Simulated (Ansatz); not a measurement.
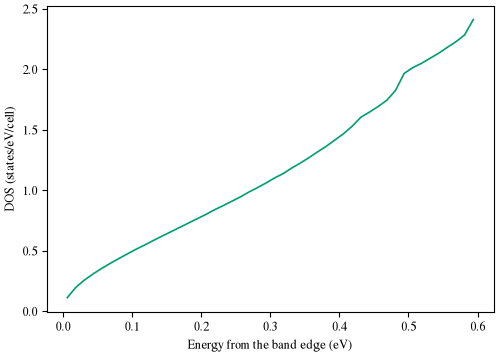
Density of states of MoSe2 (P6_3/mmc) above the conduction band minimum, PBEsol+D3BJ with spin-orbit coupling, rigid bands (Ansatz, a program for electronic structure); cell volume 111.4 Å³.

Task: What effective density of states at 300 K does this give (∫ g(E) exp(−E/k_BT) dE, both spins, divided by the cell's size)?

Result: 4.9e19 cm⁻³, a density-of-states mass of 1.57 mₑ, valleys and band degeneracy included.

Geometry: cell and atoms relaxed with PBEsol+D3(BJ).

PBEsol with a dispersion correction tends to overbind, so the cell can be several per cent short, in bad cases over ten, which usually narrows a gap: MoSe2 (P6_3/mmc).
